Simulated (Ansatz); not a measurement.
## Electronic structure of BClH₂···HCl in real space

```tsv
atom	x (Å)	y (Å)	z (Å)
B	-0.0388	0.2392	-0.0407
H	-0.1039	0.3760	1.1463
H	0.9894	0.0371	-0.6192
Cl	-1.5183	0.4399	-0.9605
Cl	-0.1219	-2.5944	1.1168
H	-0.1817	-1.3976	1.7121
```

Not at a stationary point (largest force 1.1 eV/Å).

Theory: RKS B3LYP-D4/cc-pVDZ in Ansatz.

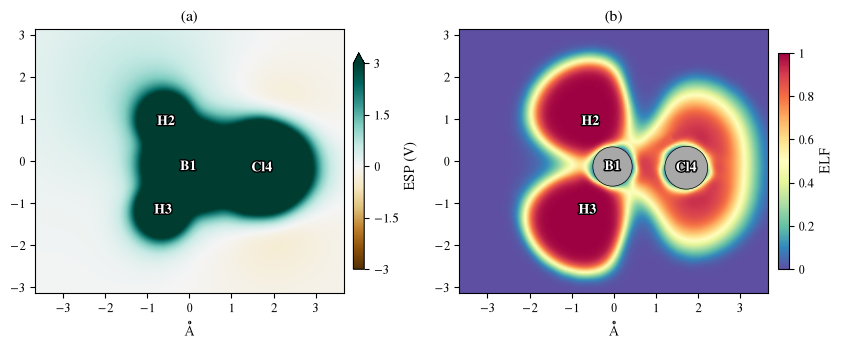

Figure 1. (a) molecular electrostatic potential; (b) electron localisation function on the plane of atoms H2, B1 and H3. Grey discs cover the atomic cores in the ELF map.

Q: Read the bonding off the picture.

A: Atoms in the plane: B, H and Cl. B–Cl (1.75 Å): the ELF peaks at about 0.90 between the atoms; a shared but strongly polarised pair. B–H (1.20 Å): the ELF climbs to about 1 towards the hydrogen, as it does in any bond to H (a covalent bond by its length). The ELF also peaks beside Cl4, away from the bonds: lone-pair regions. Outside the dense part of the complex the potential is most negative (−0.4 V) near Cl4.

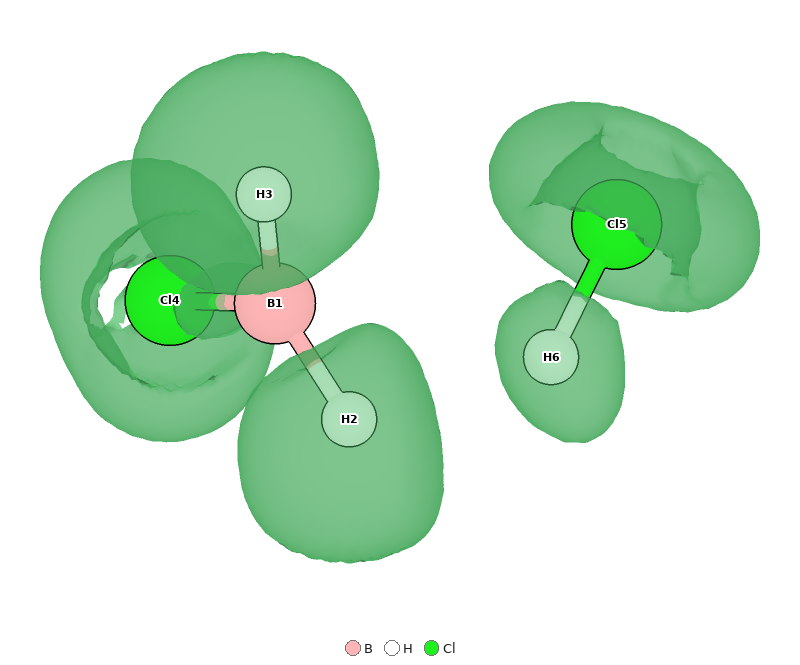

Figure 2. Isosurface of the ELF at 0.85 (green), seen from one side. Only the valence region is drawn (cores and ρ < 0.01 e/Å³ removed).

Q: Describe the localisation domains.

A: The surface consists of one region between bonded B–Cl atoms (shared pairs), three regions around hydrogen nuclei and two rings or bowls of non-bonding electrons around Cl.


B1···H6 (2.40 Å): the ELF dips to about 0.10 between them.

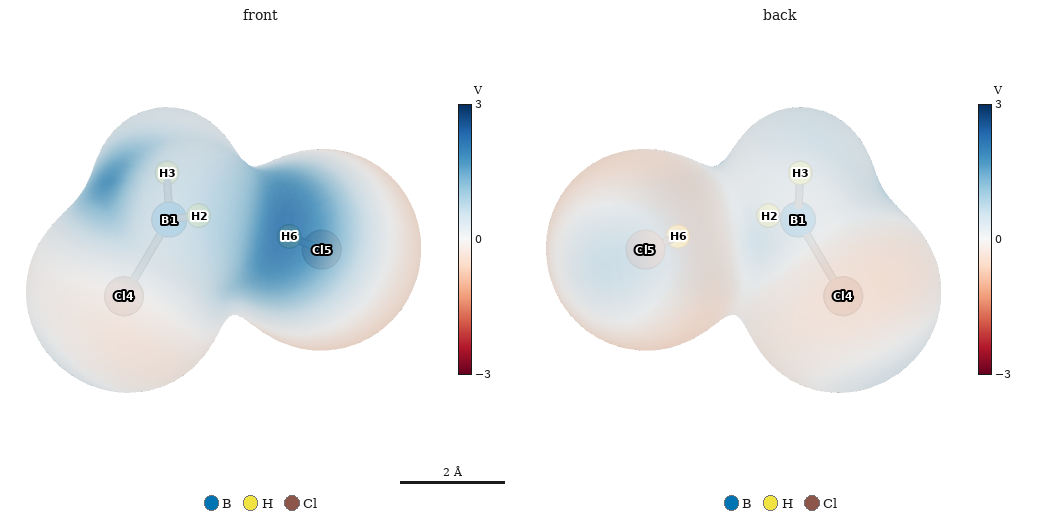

Figure 3. The electrostatic potential painted on the density surface at 0.002 e/bohr³, seen from the front and from behind; the colour scale runs from red (negative) to blue (positive).

Q: Where is the surface potential most negative and most positive?

A: The most negative region (about −0.5 V) lies over Cl5, the most positive (about +2.1 V) over H6. Cl4 shows a σ-hole: about +0.3 V at the tip opposite its bond, against about −0.2 V on its flanks. Cl5 shows a σ-hole: about +0.5 V at the tip opposite its bond, against about −0.3 V on its flanks.
